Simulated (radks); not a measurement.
The As²⁺ ion in the configuration [Ar] 3d9 4s1 4p3 (3d3/2: 4, 3d5/2: 5, 4p1/2: 2, 4p3/2: 1). Computed with the in-house radial solver radks: Dirac Kohn-Sham, PBE, spin-unpolarised, spherical densities, finite nucleus.

Wanted: the number of electrons inside radius r (solid) and the radial density 4πr²ρ (dashed).

The count levels off at 31 electrons. Half of them lie within 0.477 bohr, 90 % within 1.50 bohr and 99 % within 3.02 bohr. The radial density has minima at 0.0671 and 0.312 bohr, where the count stands at 2.1 and 11.0; these part the shells that the density resolves.

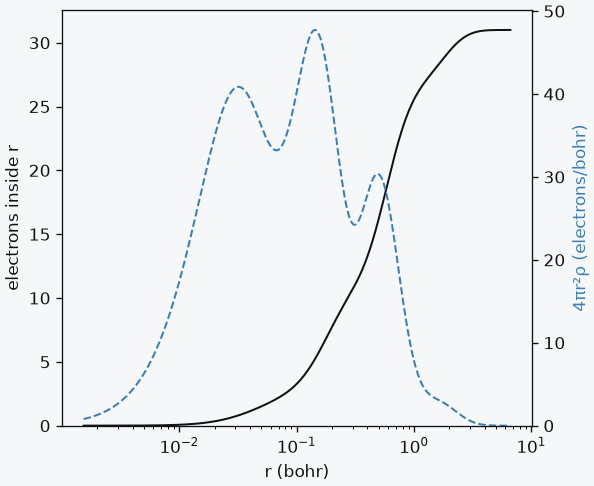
